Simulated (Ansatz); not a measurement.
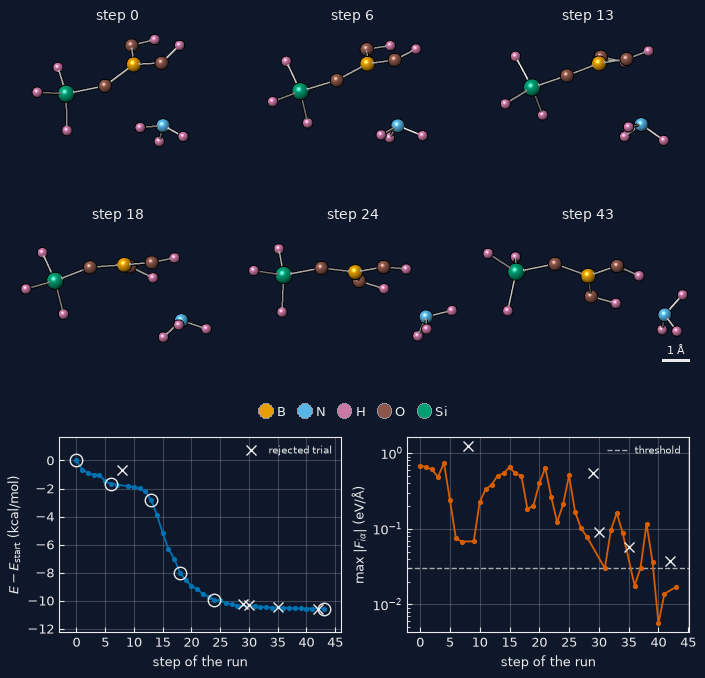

Frames of a relaxation of BSiNH$_{8}$O$_{3}$, marked on the history of the run. The picture is a ball-and-stick view, seen at a tilt.

The run prepares an end point of a later path (reaction) calculation, from a guessed geometry.

The calculation used Ansatz, RKS CAM-B3LYP-D4/6-31G*. (no spin polarisation; force threshold 0.03 eV/Å; at most 50 steps)

> Describe the path.

The energy falls by 10.6 kcal/mol in 38 accepted moves (43 points after the start). Largest force component: 0.68 eV/Å at the start, 0.017 eV/Å at the end. The line search rejected the trial steps at points 8, 29, 30, 35, 42 of the run. The forces were under the threshold at step 36, but the run went on from there. The largest moves after the best rigid fit, 2.49 Å, are those of H atoms. Largest moves by element: H 2.49 Å, O 1.98 Å, N 1.26 Å, Si 1.09 Å, B 0.76 Å. Some distances before and after: B–O 1.388 → 1.368 Å, H–O 0.964 → 0.982 Å, H–N 1.034 → 1.018 Å, B–O 1.371 → 1.363 Å. Bond angles that change, for instance: B–O–Si 130.7° → 126.8°, O–Si–H 108.5° → 111.9°, O–B–O 125.6° → 123.5°. Groups turn about O–Si by about 45°, B–O by about 25°. Cost: 97 s on 4 threads of Arm Neoverse V1 (shared host), peak memory 0.33 GiB. From step 0 to 6: H atoms move most (0.49 Å), energy −1.66 kcal/mol. From step 6 to 13: an H atom moves most (0.61 Å), energy −1.19 kcal/mol. From step 13 to 18: an H atom moves most (0.78 Å), energy −5.14 kcal/mol. From step 18 to 24: H atoms move most (0.77 Å), energy −1.96 kcal/mol. From step 24 to 43: an H atom moves most (0.67 Å), energy −0.62 kcal/mol.

Limits of the set-up: the start holds two separate molecules, 2.2 Å apart at their closest, whose relative position is a soft coordinate.
